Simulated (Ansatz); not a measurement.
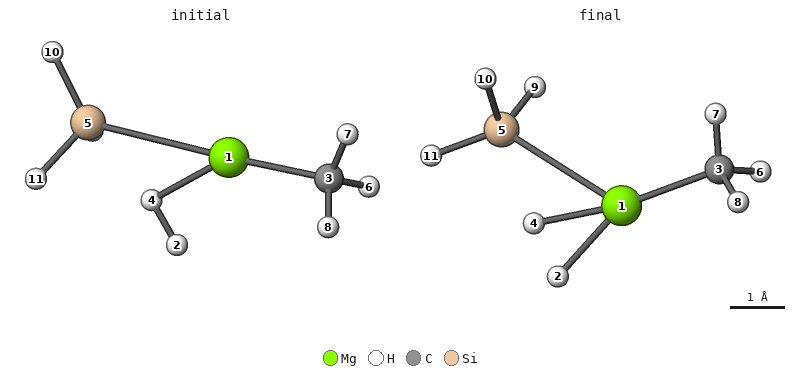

The structure of CH8MgSi (coarse preliminary run) before (left) and after (right) a saddle-point search, at one scale.

A ball-and-stick model, seen at a tilt.

The reaction that was planned forms Mg1–Si5, H2–H4 and breaks Mg1–H2, H4–Si5 (atoms numbered from 1 in input order).

Level of theory: RKS PBE0-D4/def2-SVP (Ansatz). 

> Summarise the run.

H9 moves most after the best rigid fit: 1.19 Å. Largest moves by element: H 1.19 Å, Mg 0.92 Å, C 0.33 Å, Si 0.29 Å. Some distances before and after: Mg1–H2 2.273 → 1.837 Å, Mg1–H4 1.995 → 1.812 Å, H2–H4 0.976 → 1.124 Å, Mg1–Si5 2.943 → 2.869 Å. New bonds form: Mg1–H2 (2.27 → 1.84 Å). Among the angles between lasting bonds that change: C3–Mg1–Si5 178.1° → 131.0°, C3–Mg1–H4 142.7° → 171.5°, Mg1–Si5–H11 108.4° → 131.0°. The search converged after 49 steps with a largest force component of 0.0073 eV/Å and a curvature of −8.04 eV/Å² along the mode that it followed. The run took roughly 11 core-minutes on a shared host.
